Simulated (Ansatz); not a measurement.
Base system: InP in the zinc blende structure (space group F-43m, No. 216; a = 5.907 Å). Axes: x, y, z lie along the cube axes.

It is then changed as follows: tensor shear ε_xy = +0.86 % (engineering shear γ = 0.0172), atoms relaxed at fixed cell.

Method: Ansatz (an electronic-structure program) r2SCAN, no SOC.

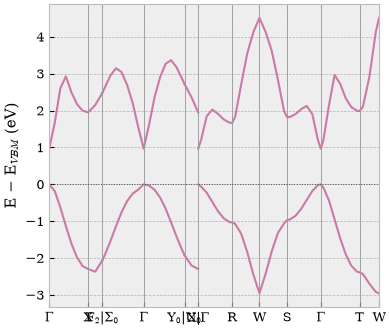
Figure: Highest valence and lowest conduction band along the path of the changed cell's own zone

**Question.** Read the changed gap and its character from the plot.

**Answer.** About 1.0 eV, direct at Γ.

The cells carry an imposed strain or load. Whether these cells are dynamically stable was not tested. Labels are those of the standard path for the cell's own space group.
